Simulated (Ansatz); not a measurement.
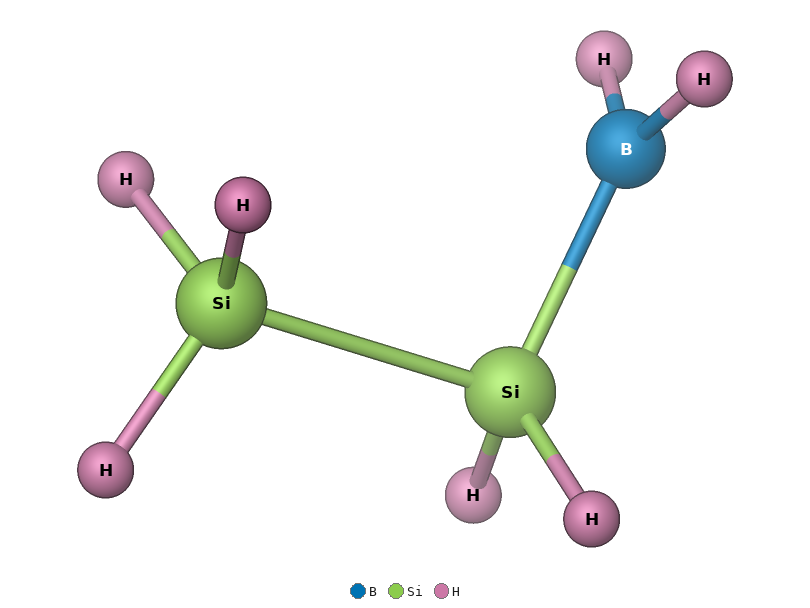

Atoms fade into the background with distance from the viewer. The geometry was computed by an optimisation with PBE-D4/def2-SVP. No frequency run is at hand to confirm it as a minimum.

List the symmetry elements and name the point group.

Answer. It has 1 mirror plane, so the point group is Cs. The group has 2 operations. The geometry is achiral, and symmetry allows a dipole moment.
